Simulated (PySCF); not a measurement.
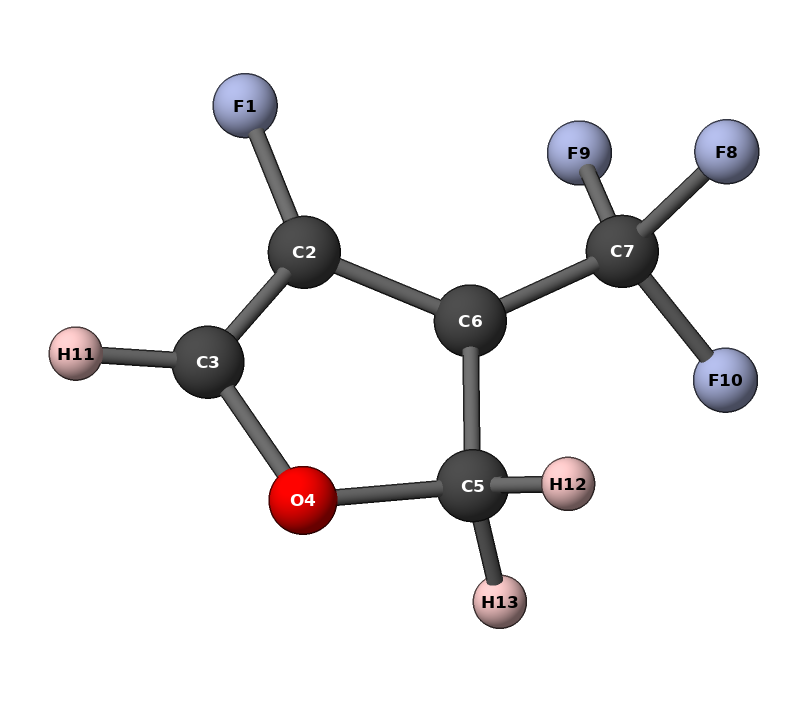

The questions are on Mulliken spin populations. Charge 0, doublet. The geometry was computed by an optimisation with GFN2-xTB. No frequency run is at hand to confirm it as a minimum. Level of theory: UKS B3LYP, pcH-1 on C F H O, non-relativistic (PySCF 2.14.0).

Question: Which atom carries the largest spin population?

Answer: C3, C6 (0.50 e).

Question: Which atom has the lowest spin population?

Answer: C2 (−0.15 e); a negative value comes from spin polarisation.

Give the Mulliken spin populations atom by atom.

| atom | value (e) |
| --- | --- |
| F1 | −0.01 |
| C2 | −0.15 |
| C3 | 0.50 |
| O4 | 0.12 |
| C5 | −0.06 |
| C6 | 0.50 |
| C7 | −0.01 |
| F8 | 0.02 |
| F9 | 0.00 |
| F10 | 0.01 |
| H11 | −0.02 |
| H12 | 0.05 |
| H13 | 0.05 |

Mulliken values depend strongly on the basis set.
